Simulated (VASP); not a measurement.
# AsRu under strain, part 2 of 4

Aim: follow the pressure of AsRu through compression, expansion and shear. All runs use PBEsol. Left out of this account: 1 further run (fields: a reference on another mesh). The start is a computed cell from the Materials Project.

VASP 6.6.1; PBEsol; plane waves and PAW (As, Ru_pv).

Still holding for the runs below: Spin-orbit coupling is off here; it would split degenerate levels.

So far, pressure (GPa): step 2 (bands, cell as listed) -4.13.

### 3. Bands, volume times 1.04

The cell is expanded evenly, with fractional positions held.

File INCAR:

```
SYSTEM = AsRu
PREC = Accurate
ENCUT = 400
EDIFF = 1E-06
NELM = 100
ISMEAR = -1
SIGMA = 0.05
LREAL = .FALSE.
ALGO = Normal
GGA = PS
NBANDS = 59
LASPH = .TRUE.
LORBIT = 11
LWAVE = .FALSE.
LCHARG = .FALSE.
KPAR = 8
```

File POSCAR:

```
AsRu
1.0
    5.8069265677      0.0000000000      0.0000000000
    0.0000000000      3.3867671480      0.0000000000
    0.0000000000      0.0000000000      6.4524990956
As Ru
4 4
Direct
    0.6962201500      0.2500000000      0.0699048100
    0.3037798500      0.7500000000      0.9300951900
    0.1962201500      0.2500000000      0.4300951900
    0.8037798500      0.7500000000      0.5699048100
    0.4945708900      0.2500000000      0.7044635600
    0.5054291100      0.7500000000      0.2955364400
    0.9945708900      0.2500000000      0.7955364400
    0.0054291100      0.7500000000      0.2044635600
```

File KPOINTS:

```
Automatic mesh
0
Gamma
5 9 5
0 0 0
```

File KPOINTS_OPT:

```
Line mode
12
Line-mode
Reciprocal
  0.00000000   0.00000000   0.00000000 GAMMA
  0.00000000  -0.50000000   0.00000000 X

  0.00000000  -0.50000000   0.00000000 X
 -0.50000000  -0.50000000   0.00000000 S

 -0.50000000  -0.50000000   0.00000000 S
 -0.50000000   0.00000000   0.00000000 Y

 -0.50000000   0.00000000   0.00000000 Y
  0.00000000   0.00000000   0.00000000 GAMMA

  0.00000000   0.00000000   0.00000000 GAMMA
  0.00000000   0.00000000  -0.50000000 Z

  0.00000000   0.00000000  -0.50000000 Z
  0.00000000  -0.50000000  -0.50000000 U

  0.00000000  -0.50000000  -0.50000000 U
 -0.50000000  -0.50000000  -0.50000000 R

 -0.50000000  -0.50000000  -0.50000000 R
 -0.50000000   0.00000000  -0.50000000 T

 -0.50000000   0.00000000  -0.50000000 T
  0.00000000   0.00000000  -0.50000000 Z

 -0.50000000   0.00000000   0.00000000 Y
 -0.50000000   0.00000000  -0.50000000 T

  0.00000000  -0.50000000  -0.50000000 U
  0.00000000  -0.50000000   0.00000000 X

 -0.50000000  -0.50000000   0.00000000 S
 -0.50000000  -0.50000000  -0.50000000 R
```

The projector-augmented-wave data sets are As and Ru_pv (PBE family, release 64).

Launch:

```
> mpirun -np 8 vasp_std
```

What it wrote:

```text
[banner, memory and clock lines left out]
running    8 mpi-ranks, on    1 nodes
 distrk:  each k-point on    1 cores,    8 groups
 distr:  one band on    1 cores,    1 groups

 POSCAR found type information on POSCAR AsRu
 POSCAR found :  2 types and       8 ions
 [... a notice as in an earlier step ...]

 [... a notice as in an earlier step ...]

 LDA part: xc-table for (Slater+PW92), standard interpolation
 POSCAR, INCAR and KPOINTS ok, starting setup
 FFT: planning ... GRIDC
 FFT: planning ... GRID_SOFT
 FFT: planning ... GRID
 WAVECAR not read
 entering main loop
       N       E                     dE             d eps       ncg     rms          rms(c)
DAV:   1     0.654688235933E+03    0.65469E+03   -0.35992E+04  5798   0.105E+03
DAV:   2    -0.352436821402E+02   -0.68993E+03   -0.65632E+03  5808   0.345E+02
DAV:   3    -0.645116768388E+02   -0.29268E+02   -0.28608E+02  6086   0.707E+01
DAV:   4    -0.648959398938E+02   -0.38426E+00   -0.38359E+00  6025   0.738E+00
DAV:   5    -0.649060390966E+02   -0.10099E-01   -0.10098E-01  7345   0.111E+00    0.244E+01
DAV:   6    -0.635453740942E+02    0.13607E+01   -0.66405E+00  5795   0.153E+01    0.763E+00
DAV:   7    -0.631870045038E+02    0.35837E+00   -0.12530E+00  5637   0.709E+00    0.671E+00
DAV:   8    -0.630668738774E+02    0.12013E+00   -0.33759E-01  5860   0.308E+00    0.719E-01
DAV:   9    -0.630660016538E+02    0.87222E-03   -0.71580E-03  6473   0.343E-01    0.436E-01
DAV:  10    -0.630655784076E+02    0.42325E-03   -0.21472E-03  5793   0.248E-01    0.976E-02
DAV:  11    -0.630655092795E+02    0.69128E-04   -0.23398E-04  6103   0.775E-02    0.297E-02
DAV:  12    -0.630655105598E+02   -0.12803E-05   -0.25083E-05  6393   0.197E-02    0.694E-03
DAV:  13    -0.630655093542E+02    0.12056E-05   -0.36463E-06  5690   0.922E-03    0.350E-03
DAV:  14    -0.630655091242E+02    0.23000E-06   -0.15504E-07  3116   0.192E-03
   1 F= -.63065509E+02 E0= -.63039732E+02  d E =-.515545E-01
 Start KPOINTS_OPT (optional k-point list driver)
k-point batch [1-45\144]
       N       E                     dE             ncg
DAV:   1     0.739203329187E+04   -0.57986E+05     5838
DAV:   2    -0.234215893540E+05   -0.30814E+05     5801
DAV:   3    -0.246773588517E+05   -0.12558E+04     6179
DAV:   4    -0.246945390299E+05   -0.17180E+02     6072
DAV:   5    -0.246950631236E+05   -0.52409E+00     7584
DAV:   6    -0.246950813395E+05   -0.18216E-01     6579
DAV:   7    -0.246950814696E+05   -0.13004E-03     7048
DAV:   8    -0.246950814707E+05   -0.11701E-05     4107
DAV:   9    -0.246950814710E+05   -0.28155E-06     3750
[...]
k-point batch [136-144\144]
       N       E                     dE             ncg
DAV:   1     0.562645946282E+05   -0.20124E+05     1198
DAV:   2     0.502381094027E+05   -0.60265E+04     1170
DAV:   3     0.499930072065E+05   -0.24510E+03     1222
DAV:   4     0.499898821099E+05   -0.31251E+01     1248
DAV:   5     0.499898071583E+05   -0.74952E-01     1453
DAV:   6     0.499898056472E+05   -0.15111E-02     1332
DAV:   7     0.499898056357E+05   -0.11504E-04     1356
DAV:   8     0.499898056356E+05   -0.10042E-06      804
```

Wall time 2.3 min (8 MPI ranks of AMD EPYC 7R13 (Zen 3), shared host); peak memory 3.3 GiB.

From OUTCAR (step 3):

```text
  LATTYP: Found a simple orthorhombic cell.
 ALAT       =     3.3867671480
 B/A-ratio  =     1.7145928001
 C/A-ratio  =     1.9052089540

 Found     45 irreducible k-points:

   ENCUT  =  400.0 eV  29.40 Ry    5.42 a.u.   9.47  5.52 10.52*2*pi/ulx,y,z

   NELECT =      76.0000    total number of electrons

 E-fermi :   9.1425

 k-point     1 :       0.0000    0.0000    0.0000
  band No.  band energies     occupation
    ...
     35       8.3154      2.00000
     36       8.3692      2.00000
     37       8.5090      1.99999
     38       8.7761      1.99869
     39       8.8627      1.99259
     40       9.8793      0.00000
     41      10.2307      0.00000
     42      11.2469      0.00000
     43      11.4809      0.00000
     44      11.6304      0.00000
    ...

 k-point     2 :       0.2000    0.0000    0.0000
  band No.  band energies     occupation
    ...
     34       7.8791      2.00000
     35       8.2044      2.00000
     36       8.4047      2.00000
     37       8.6858      1.99978
     38       8.8964      1.98552
     39       9.4653      0.00314
     40       9.7684      0.00001
     41      10.0391      0.00000
     42      11.3735      0.00000
     43      11.5009      0.00000
    ...

  Total       -9.7187587     -8.2599804     -8.7214339      0.0000000      0.0000000      0.0000000
  in kB     -122.7048581   -104.2869523   -110.1130643      0.0000000      0.0000000      0.0000000
  external PRESSURE =    -112.3682916 kB  Pullay stress =       0.0000000 kB

  energy-cutoff  :      400.00
  volume of cell :      126.90
      direct lattice vectors                 reciprocal lattice vectors
     5.806926568  0.000000000  0.000000000     0.172208136  0.000000000  0.000000000
     0.000000000  3.386767148  0.000000000     0.000000000  0.295266830  0.000000000
     0.000000000  0.000000000  6.452499096     0.000000000  0.000000000  0.154978712

 POSITION                                       TOTAL-FORCE (eV/Angst)
 -----------------------------------------------------------------------------------
      4.04290      0.84669      0.45106         0.125355     -0.000000      0.033407
      1.76403      2.54008      6.00144        -0.125355     -0.000000     -0.033407
      1.13944      0.84669      2.77519         0.125355     -0.000000     -0.033407
      4.66749      2.54008      3.67731        -0.125355     -0.000000      0.033407
      2.87194      0.84669      4.54555        -0.001409      0.000000     -0.015056
      2.93499      2.54008      1.90695         0.001409      0.000000      0.015056
      5.77540      0.84669      5.13320        -0.001409      0.000000      0.015056
      0.03153      2.54008      1.31930         0.001409      0.000000     -0.015056
 -----------------------------------------------------------------------------------
    total drift:                               -0.000000     -0.000000     -0.000000

  FREE ENERGIE OF THE ION-ELECTRON SYSTEM (eV)
  ---------------------------------------------------
  free  energy   TOTEN  =       -63.0655091242 eV

  energy  without entropy=      -63.0139546663  energy(sigma->0) =      -63.03973190

 total charge
# of ion       s       p       d       tot
------------------------------------------
    1        1.201   1.450   0.109   2.760
    2        1.201   1.450   0.109   2.760
    3        1.201   1.450   0.109   2.760
    4        1.201   1.450   0.109   2.760
    5        0.282   6.229   6.154  12.666
    6        0.282   6.229   6.154  12.666
    7        0.282   6.229   6.154  12.666
    8        0.282   6.229   6.154  12.666
--------------------------------------------------
tot          5.935  30.718  25.051  61.704

[... 5 parts as in an earlier step ...]

[... 6 further parts left out ...]
```

This step gave:

```yaml
free_energy_toten: -63.0655 eV
energy_at_zero_smearing: -63.0397 eV
fermi_energy: 9.143 eV
pressure: -11.24 GPa
```

The electronic bands at the labelled points (eV, zero at the Fermi level; # counts the bands kept, so #1 is VASP's band 17):

```csv
point,#19,#20,#21,#22,#23,#24,#25,#26
Γ,-0.83,-0.77,-0.63,-0.37,-0.28,0.74,1.09,2.10
X,-0.75,-0.75,-0.10,-0.10,0.17,0.17,1.32,1.32
S,-0.40,-0.40,0.01,0.01,0.01,0.01,1.39,1.39
Y,-0.72,-0.72,-0.59,-0.59,0.36,0.36,2.24,2.24
Γ,-0.83,-0.77,-0.63,-0.37,-0.28,0.74,1.09,2.10
Z,-1.08,-1.08,-0.56,-0.56,1.31,1.31,1.67,1.67
U,-0.83,-0.83,-0.03,-0.03,0.01,0.01,1.22,1.22
R,-0.79,-0.79,-0.01,-0.01,-0.01,-0.01,2.34,2.34
T,-0.99,-0.99,-0.38,-0.38,1.25,1.25,1.26,1.26
Z,-1.08,-1.08,-0.56,-0.56,1.31,1.31,1.67,1.67
jump to Y,-0.72,-0.72,-0.59,-0.59,0.36,0.36,2.24,2.24
T,-0.99,-0.99,-0.38,-0.38,1.25,1.25,1.26,1.26
jump to U,-0.83,-0.83,-0.03,-0.03,0.01,0.01,1.22,1.22
X,-0.75,-0.75,-0.10,-0.10,0.17,0.17,1.32,1.32
jump to S,-0.40,-0.40,0.01,0.01,0.01,0.01,1.39,1.39
R,-0.79,-0.79,-0.01,-0.01,-0.01,-0.01,2.34,2.34
```

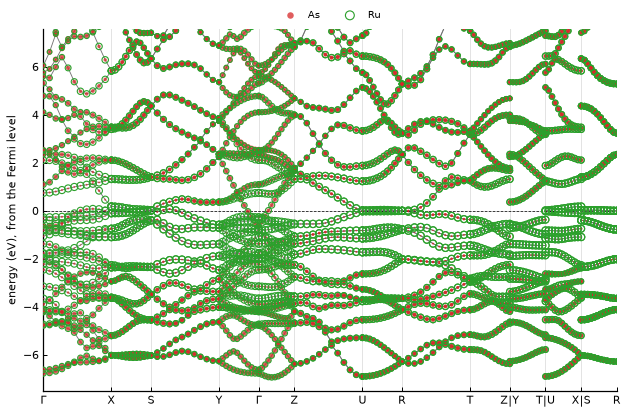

Electronic bands along the path; dots are coloured as in the legend, and their area grows with the weight.

Force by atom:

```csv
atom,x (eV/Å),y (eV/Å),z (eV/Å),size
As1,0.125,0.000,0.033,0.130
As2,-0.125,0.000,-0.033,0.130
As3,0.125,0.000,-0.033,0.130
As4,-0.125,0.000,0.033,0.130
Ru5,-0.001,0.000,-0.015,0.015
Ru6,0.001,0.000,0.015,0.015
Ru7,-0.001,0.000,0.015,0.015
Ru8,0.001,0.000,-0.015,0.015
```

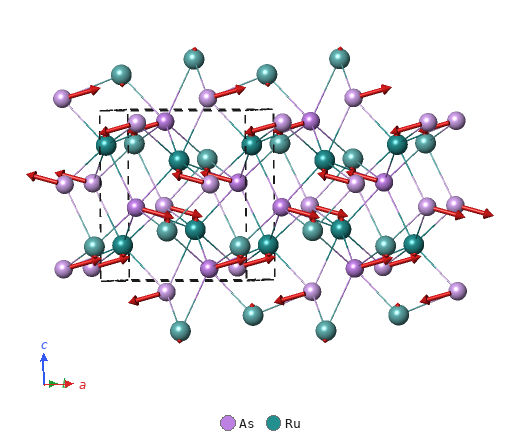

Force as arrows, the longest 0.130 eV/Å. 2×1×1 cells are drawn. Some periodic images of atoms are drawn too.

 The pressure is -11.24 GPa.

### 4. Bands, volume times 1.08

The cell is expanded evenly, with fractional positions held.

INCAR is that of step 3.

POSCAR, as its differences from that of step 3:

```diff
@@ -2,5 +2,5 @@
 1.0
-    5.8069265677      0.0000000000      0.0000000000
-    0.0000000000      3.3867671480      0.0000000000
-    0.0000000000      0.0000000000      6.4524990956
+    5.8804397714      0.0000000000      0.0000000000
+    0.0000000000      3.4296421697      0.0000000000
+    0.0000000000      0.0000000000      6.5341849710
 As Ru
```

KPOINTS is that of step 3.

KPOINTS_OPT is that of step 3.

Launch:

```
> mpirun -np 8 vasp_std
```

What it wrote:

```text
[... set-up lines as in an earlier step ...]
 entering main loop
       N       E                     dE             d eps       ncg     rms          rms(c)
DAV:   1     0.647574252579E+03    0.64757E+03   -0.36054E+04  5838   0.104E+03
DAV:   2    -0.346662877303E+02   -0.68224E+03   -0.64912E+03  5797   0.341E+02
DAV:   3    -0.641005610808E+02   -0.29434E+02   -0.28726E+02  6114   0.697E+01
DAV:   4    -0.645069778426E+02   -0.40642E+00   -0.40563E+00  6009   0.740E+00
DAV:   5    -0.645175966254E+02   -0.10619E-01   -0.10617E-01  7421   0.111E+00    0.223E+01
DAV:   6    -0.631891869149E+02    0.13284E+01   -0.71263E+00  5771   0.156E+01    0.702E+00
DAV:   7    -0.627680945235E+02    0.42109E+00   -0.13895E+00  5625   0.738E+00    0.615E+00
DAV:   8    -0.626495647301E+02    0.11853E+00   -0.35129E-01  5846   0.302E+00    0.742E-01
DAV:   9    -0.626485888839E+02    0.97585E-03   -0.70872E-03  6370   0.339E-01    0.438E-01
DAV:  10    -0.626481283103E+02    0.46057E-03   -0.23484E-03  5766   0.253E-01    0.942E-02
DAV:  11    -0.626480660361E+02    0.62274E-04   -0.22729E-04  6094   0.764E-02    0.282E-02
DAV:  12    -0.626480669674E+02   -0.93126E-06   -0.24325E-05  6582   0.194E-02    0.690E-03
DAV:  13    -0.626480658211E+02    0.11463E-05   -0.37131E-06  5587   0.897E-03    0.350E-03
DAV:  14    -0.626480656255E+02    0.19559E-06   -0.15571E-07  3078   0.189E-03
   1 F= -.62648066E+02 E0= -.62620731E+02  d E =-.546701E-01
 Start KPOINTS_OPT (optional k-point list driver)
k-point batch [1-45\144]
       N       E                     dE             ncg
DAV:   1     0.569489347478E+04   -0.58770E+05     5934
DAV:   2    -0.248255637008E+05   -0.30520E+05     5854
DAV:   3    -0.261023691249E+05   -0.12768E+04     6156
DAV:   4    -0.261206152153E+05   -0.18246E+02     6126
DAV:   5    -0.261211380695E+05   -0.52285E+00     7542
DAV:   6    -0.261211520294E+05   -0.13960E-01     6547
DAV:   7    -0.261211521678E+05   -0.13833E-03     7228
DAV:   8    -0.261211521695E+05   -0.16828E-05     4139
DAV:   9    -0.261211521697E+05   -0.22824E-06     3756
[...]
k-point batch [136-144\144]
       N       E                     dE             ncg
DAV:   1     0.548506752514E+05   -0.20292E+05     1214
DAV:   2     0.489654287599E+05   -0.58852E+04     1173
DAV:   3     0.487255305920E+05   -0.23990E+03     1211
DAV:   4     0.487224373521E+05   -0.30932E+01     1224
DAV:   5     0.487223481333E+05   -0.89219E-01     1465
DAV:   6     0.487223461364E+05   -0.19969E-02     1332
DAV:   7     0.487223461199E+05   -0.16421E-04     1396
DAV:   8     0.487223461198E+05   -0.12897E-06      804
```

Wall time 2.6 min (8 MPI ranks); peak memory 3.4 GiB; 21 min of CPU time.

OUTCAR, selected parts (step 4):

```text
  LATTYP: Found a simple orthorhombic cell.
 ALAT       =     3.4296421697
 B/A-ratio  =     1.7145928002
 C/A-ratio  =     1.9052089541

 Found     45 irreducible k-points:

   dimension x,y,z NGX =    40 NGY =   24 NGZ =   48
   dimension x,y,z NGXF=    80 NGYF=   48 NGZF=   96

   ENCUT  =  400.0 eV  29.40 Ry    5.42 a.u.   9.59  5.59 10.66*2*pi/ulx,y,z

   NELECT =      76.0000    total number of electrons

 E-fermi :   8.6032

 k-point     1 :       0.0000    0.0000    0.0000
  band No.  band energies     occupation
    ...
     35       7.8311      2.00000
     36       7.8877      2.00000
     37       8.0119      1.99999
     38       8.2663      1.99763
     39       8.3431      1.98904
     40       9.3083      0.00000
     41       9.5552      0.00000
     42      10.6210      0.00000
     43      10.8524      0.00000
     44      10.9835      0.00000
    ...

 k-point     2 :       0.2000    0.0000    0.0000
  band No.  band energies     occupation
    ...
     34       7.4095      2.00000
     35       7.7289      2.00000
     36       7.9209      2.00000
     37       8.1815      1.99957
     38       8.3772      1.97843
     39       8.9275      0.00305
     40       9.1906      0.00002
     41       9.3871      0.00000
     42      10.6989      0.00000
     43      10.8628      0.00000
    ...

  Total      -14.9448198    -12.6128728    -13.9005747      0.0000000      0.0000000      0.0000000
  in kB     -181.6984510   -153.3467434   -169.0025659      0.0000000      0.0000000      0.0000000
  external PRESSURE =    -168.0159201 kB  Pullay stress =       0.0000000 kB

  energy-cutoff  :      400.00
  volume of cell :      131.78
      direct lattice vectors                 reciprocal lattice vectors
     5.880439771  0.000000000  0.000000000     0.170055309  0.000000000  0.000000000
     0.000000000  3.429642170  0.000000000     0.000000000  0.291575608  0.000000000
     0.000000000  0.000000000  6.534184971     0.000000000  0.000000000  0.153041275

 POSITION                                       TOTAL-FORCE (eV/Angst)
 -----------------------------------------------------------------------------------
      4.09408      0.85741      0.45677         0.194260      0.000000      0.081503
      1.78636      2.57223      6.07741        -0.194260      0.000000     -0.081503
      1.15386      0.85741      2.81032         0.194260      0.000000     -0.081503
      4.72658      2.57223      3.72386        -0.194260      0.000000      0.081503
      2.90829      0.85741      4.60310        -0.089125      0.000000      0.060542
      2.97215      2.57223      1.93109         0.089125      0.000000     -0.060542
      5.84851      0.85741      5.19818        -0.089125     -0.000000     -0.060542
      0.03193      2.57223      1.33600         0.089125     -0.000000      0.060542
 -----------------------------------------------------------------------------------
    total drift:                               -0.000000     -0.000000     -0.000000

  FREE ENERGIE OF THE ION-ELECTRON SYSTEM (eV)
  ---------------------------------------------------
  free  energy   TOTEN  =       -62.6480656255 eV

  energy  without entropy=      -62.5933954995  energy(sigma->0) =      -62.62073056

 total charge
# of ion       s       p       d       tot
------------------------------------------
    1        1.204   1.424   0.099   2.726
    2        1.204   1.424   0.099   2.726
    3        1.204   1.424   0.099   2.726
    4        1.204   1.424   0.099   2.726
    5        0.272   6.210   6.118  12.601
    6        0.272   6.210   6.118  12.601
    7        0.272   6.210   6.118  12.601
    8        0.272   6.210   6.118  12.601
--------------------------------------------------
tot          5.903  30.536  24.869  61.308

[... 4 parts as in an earlier step ...]

[... 6 further parts left out ...]
```

This step gave:

* free energy (TOTEN): -62.6481 eV
* energy at zero smearing: -62.6207 eV
* Fermi energy: 8.603 eV
* pressure: -16.80 GPa

The electronic bands at the labelled points (eV, zero at the Fermi level; # counts the bands kept, so #1 is VASP's band 17):

```csv
point,#19,#20,#21,#22,#23,#24,#25,#26
Γ,-0.77,-0.72,-0.59,-0.34,-0.26,0.71,0.95,2.02
X,-0.69,-0.69,-0.10,-0.10,0.16,0.16,1.23,1.23
S,-0.38,-0.38,0.01,0.01,0.01,0.01,1.30,1.30
Y,-0.67,-0.67,-0.55,-0.55,0.30,0.30,2.17,2.17
Γ,-0.77,-0.72,-0.59,-0.34,-0.26,0.71,0.95,2.02
Z,-1.01,-1.01,-0.52,-0.52,1.23,1.23,1.55,1.55
U,-0.77,-0.77,-0.02,-0.02,0.01,0.01,1.17,1.17
R,-0.73,-0.73,-0.01,-0.01,-0.01,-0.01,2.25,2.25
T,-0.91,-0.91,-0.36,-0.36,1.14,1.14,1.19,1.19
Z,-1.01,-1.01,-0.52,-0.52,1.23,1.23,1.55,1.55
jump to Y,-0.67,-0.67,-0.55,-0.55,0.30,0.30,2.17,2.17
T,-0.91,-0.91,-0.36,-0.36,1.14,1.14,1.19,1.19
jump to U,-0.77,-0.77,-0.02,-0.02,0.01,0.01,1.17,1.17
X,-0.69,-0.69,-0.10,-0.10,0.16,0.16,1.23,1.23
jump to S,-0.38,-0.38,0.01,0.01,0.01,0.01,1.30,1.30
R,-0.73,-0.73,-0.01,-0.01,-0.01,-0.01,2.25,2.25
```

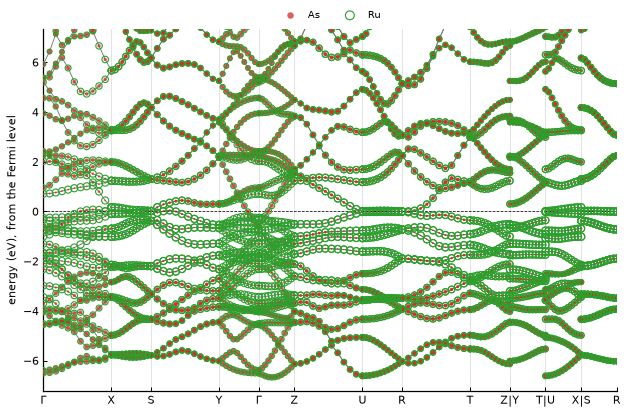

Electronic bands along the path; dots are coloured as in the legend, and their area grows with the weight.

Force by atom:

```csv
atom,x (eV/Å),y (eV/Å),z (eV/Å),size
As1,0.194,0.000,0.082,0.211
As2,-0.194,0.000,-0.082,0.211
As3,0.194,0.000,-0.082,0.211
As4,-0.194,0.000,0.082,0.211
Ru5,-0.089,0.000,0.061,0.108
Ru6,0.089,0.000,-0.061,0.108
Ru7,-0.089,0.000,-0.061,0.108
Ru8,0.089,0.000,0.061,0.108
```

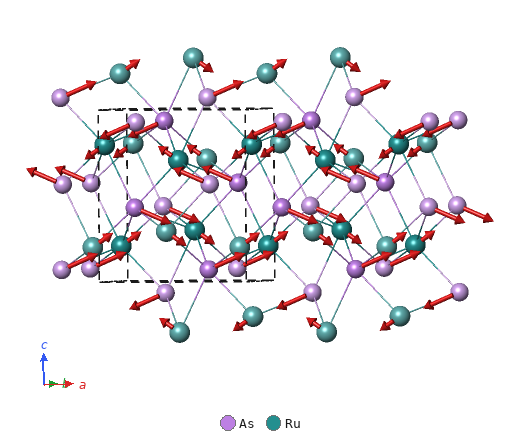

Force as arrows, the longest 0.211 eV/Å. 2×1×1 cells are drawn. Some periodic images of atoms are drawn too.

 The pressure is -16.80 GPa.

(Continued in part 3 of 4.)

[Lines on the potential files, build, host, timing and source positions are cut from VASP's logs without a mark.]

[Logs are printed without paths, hosts, clocks, repeated set-up lines and the standing remarks that a program may print on its own settings, such as how far it seeks lower states.]

[Hosts, paths, dates, database ids (printed as entryN), source tags and the programs' standing remarks are cut or masked in the printed files.]

[A measured line is paired with the nearest computed mode of its activity, which favours agreement.]
